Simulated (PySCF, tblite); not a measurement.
**C4H6BN3O: geometry, infrared bands and NMR shifts**

What infrared bands and NMR shifts should C4H6BN3O (`C=C(C#N)C(=O)NBN`) show?

Programs: tblite 0.8.0 and PySCF 2.14.0, with density-fitted response routines of our own. Each step states its level of theory. These are calculated values for one molecule in the gas phase, unless marked as measured. Atoms count from 0, in the outputs and in this text.

## Step 1: The starting structure

15 atoms, charge 0, multiplicity 1; geometry from: force field or distance geometry start.

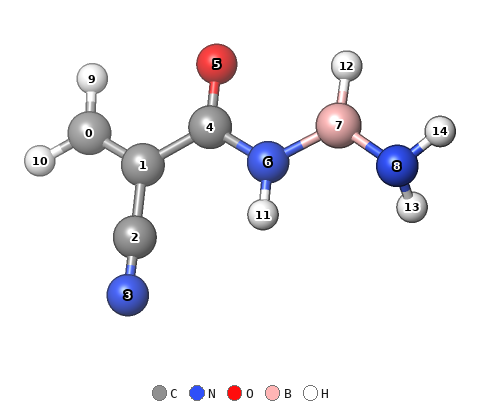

As it starts; carbon grey, nitrogen blue, oxygen red, boron pink, hydrogen white, atoms numbered; sticks join atoms by distance.

## Step 2: Relaxing the molecule with GFN2-xTB

What the job is given:

```
{"job": {"kind": "relax", "xc": "GFN2-xTB", "basis": "xTB"}, "charge": 0, "multiplicity": 1}
C     -2.963200     0.565100     0.070700
C     -1.835300    -0.101800    -0.106500
C     -1.892100    -1.483700    -0.528400
N     -1.959300    -2.574600    -0.889200
C     -0.514200     0.530900     0.162200
O     -0.471600     1.735500     0.532100
N      0.709400    -0.199800    -0.033100
B      2.092200     0.415400     0.220000
N      3.343900    -0.430800     0.008800
H     -2.980600     1.599700     0.400700
H     -3.932700     0.094100    -0.115400
H      0.681300    -1.201100    -0.341400
H      2.178600     1.532900     0.591100
H      3.382000    -0.670100    -1.010500
H      4.156900     0.196300     0.206100
```

Started as:

```sh
$ OMP_NUM_THREADS=1 python probes_run.py task.json out
```

One launch serves the whole session: the jobs run in the order shown.

**Question.** This job is followed by: GFN2-xTB harmonic vibrations, gas phase; GIAO PBE0/pcSseg-1 NMR shielding, non-relativistic, gas phase. Predict these results of the whole session: strongest single infrared mode (GFN2-xTB); zero-point energy (GFN2-xTB); 13C shifts against TMS (PBE0/pcSseg-1); 1H shifts against TMS (PBE0/pcSseg-1, means over atoms taken as alike); 15N shifts against NH3 (PBE0/pcSseg-1); 17O shifts against H2O (PBE0/pcSseg-1); 11B shifts against BF3·OEt2 (PBE0/pcSseg-1).

**Answer**, as computed:

```
                                                              quantity                             value
                             strongest single infrared mode (GFN2-xTB)             1412 cm⁻¹, 805 km/mol
                                          zero-point energy (GFN2-xTB)                     66.1 kcal/mol
                                13C shifts against TMS (PBE0/pcSseg-1)    163.6, 154.0, 124.1, 123.0 ppm
1H shifts against TMS (PBE0/pcSseg-1, means over atoms taken as alike)  7.69, 6.89, 6.67, 5.09, 3.40 ppm
                                15N shifts against NH3 (PBE0/pcSseg-1)            327.3, 155.2, 87.4 ppm
                                17O shifts against H2O (PBE0/pcSseg-1)                         408.6 ppm
                           11B shifts against BF3·OEt2 (PBE0/pcSseg-1)                          23.9 ppm
```

**Reading.** Over 81 steps the energy fell by 1.224 eV; of the close pairs, B7–N8 changed most, 1.526 to 1.384 Å. All 39 modes are real, so the xTB geometry is a minimum. The strongest single mode, at 1412 cm⁻¹, has its largest shares on N6, H11 and B7 (the list is cut at 3 atoms). Unscaled tight-binding wavenumbers are off by several per cent, some by more. Its intensities can rank the bands wrongly. At PBE0/pcSseg-1: The widest tensor belongs to O5: span 751 ppm, with a paramagnetic part of -474 ppm.
